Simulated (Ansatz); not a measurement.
Base system: CaO in the rock salt structure (space group Fm-3m, No. 225; a = 4.7948 Å).

Now apply this change: cell and atoms relaxed at a pressure of 1.8 GPa.

Calculations: plane-wave PAW DFT at the r2SCAN level (Ansatz, a program for electronic structure, 500 eV), no spin-orbit coupling.

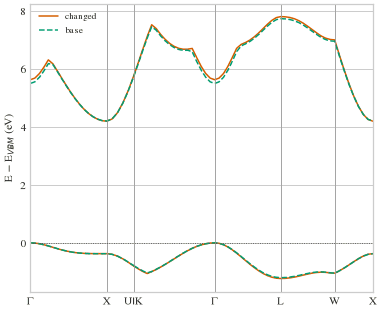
*Highest valence and lowest conduction band along the path, each from its own valence-band maximum*

### Question
Read the changed gap and its character from the plot.

### Answer
About 4.2 eV, indirect, Γ → X.

Load acts through the strain it causes; cell and atoms are relaxed under it. Stability against distortions was not tested.
